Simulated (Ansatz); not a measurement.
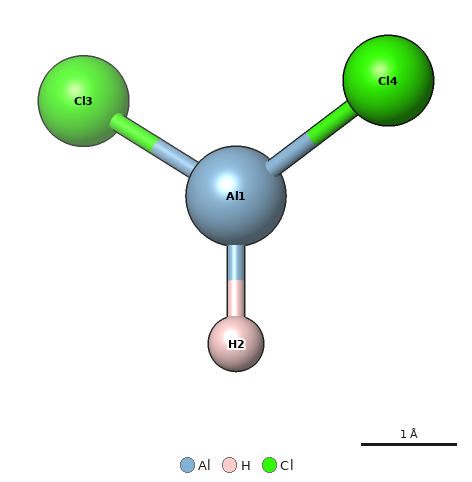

AlHCl₂, before the relaxation. Style: ball-and-stick. Shown at a tilt.

The run prepares the start of a later molecular dynamics calculation, from a guessed geometry.

Level of theory: Ansatz, RKS PBE0-D4/def2-mTZVP.

Input file:
```yaml
crystal:
  periodic: [false, false, false]
  atoms:
    - { symbol: Al, position_ang: [0.0, 0.0, 0.0] }
    - { symbol: H, position_ang: [0.0, 0.0, 1.56] }
    - { symbol: Cl, position_ang: [1.9312, 0.0, -1.115] }
    - { symbol: Cl, position_ang: [-1.9312, 0.0, -1.115] }
basis:
  gaussian: { orbitals: def2-mTZVP }
hamiltonian:
  xc: pbe0
  dispersion: d4
relax:
  f_tol: 0.02
  max_steps: 40
output:
  orbitals: {}
```

Command:
```bash
ansatz run input.yaml --threads 1 --pin off --max-ram 2048MiB --backend cpu --events-out ev --progress --plain --runs-dir out
```

Question: What does the optimiser find from here?

Answer: The largest moves after the best rigid fit, 0.14 Å, are those of Cl3 and Cl4. Largest moves by element: Cl 0.14 Å, Al 0.02 Å, H 0.02 Å. Among the contacts that change: Al1–Cl3 2.230 → 2.088 Å, Al1–H2 1.560 → 1.565 Å. The energy falls by 0.296 eV in 3 geometry steps. The largest force component goes from 1.8 to 0.012 eV/Å. The run took 8.5 s on 1 thread of AMD EPYC 7R43 64-Core Processor (Zen 3), on a shared host, peak memory 0.14 GiB.

Final geometry:

```xyz
4

Al    0.0000    0.0000   -0.0216
H     0.0000    0.0000    1.5435
Cl    1.7908    0.0000   -1.0960
Cl   -1.7908    0.0000   -1.0960
```

The end point in the same view:

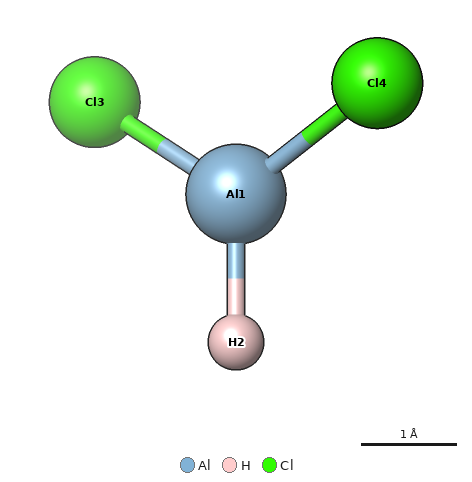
